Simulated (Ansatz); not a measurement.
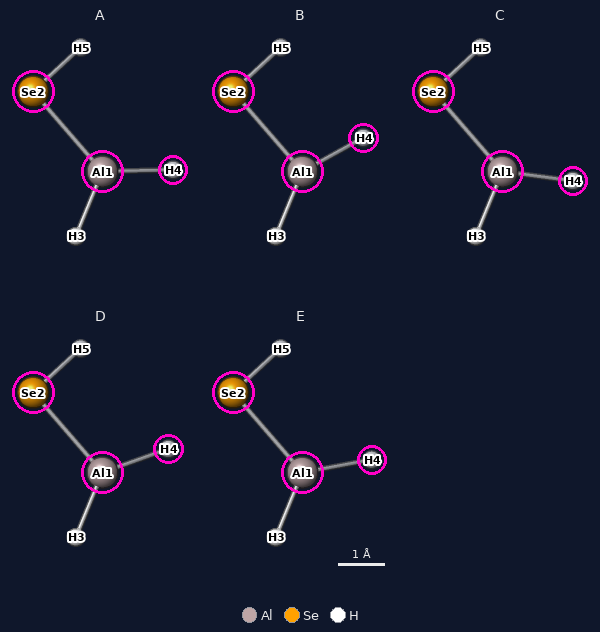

Energy scan for AlH$_{3}$Se, in which the H4–Al1–Se2 angle is varied, with the rest of the molecule carried along rigidly. A ball-and-stick model, seen onto the plane of the angle. The ringed atoms are those of the scanned coordinate.

Level of theory: CCSD(T) (def2-TZVPP, Ansatz), on geometries moved rigidly from the minimum at PBE0-D4/def2-TZVP. Coupled cluster with a frozen core. Energies are counted from the PBE0-D4/def2-TZVP minimum geometry at the same level.

Order these geometries by energy, lowest first.

Answer. Lowest first: E (the angle 119.2°, 0.0 kJ/mol), A (the angle 128.2°, 3.8 kJ/mol), D (the angle 110.2°, 4.5 kJ/mol), C (the angle 137.2°, 15.9 kJ/mol), B (the angle 101.2°, 17.8 kJ/mol). Over the whole scan: of the computed points the lowest is at the angle 119.2°, 0.0 kJ/mol. At the ends of the scan the energy is 17.8 kJ/mol (101.2°) and 15.9 kJ/mol (137.2°). The curvature at the lowest point is about 3.5 eV/rad².
